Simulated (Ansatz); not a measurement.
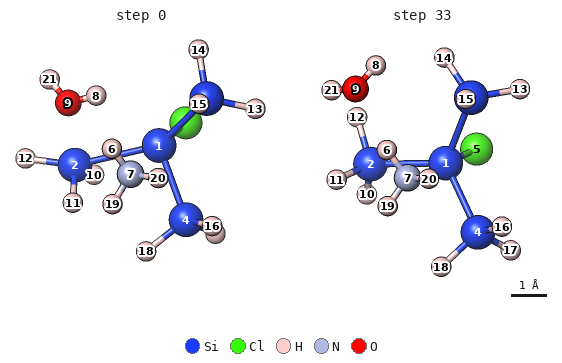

The structure of Si$_{4}$NH$_{14}$OCl (started from a transition state, displaced along its imaginary mode) before (left) and after (right) a relaxation, at one scale.

A ball-and-stick model, seen at a tilt.

Computed with RKS PBE0-D4/def2-TZVP in Ansatz 0.2.0. Set-up: force threshold 0.005 eV/Å; at most 200 steps.

Question: Summarise the run.

Answer: The largest move after the best rigid fit is that of an H atom, 1.95 Å. Largest moves by element: H 1.95 Å, O 1.63 Å, Cl 0.84 Å, Si 0.63 Å, N 0.55 Å. Some distances before and after: O–Si 2.013 → 3.502 Å, N–Si 2.901 → 2.566 Å, Si–Si 2.607 → 2.334 Å, H–O 0.858 → 0.962 Å. Bond angles that change, for instance: Si–Si–H 159.8° → 109.2°, Si–Si–Si 144.7° → 117.7°, Si–Si–H 84.1° → 109.5°. Groups turn about Si–Si by about 20°. After 32 accepted moves (33 points after the start) the energy has fallen by 209.8 kJ/mol. The largest force component goes from 8.2 to 0.0034 eV/Å. The line search rejected the trial step at point 12 of the run. The forces were under the threshold at step 27, but the run went on from there.
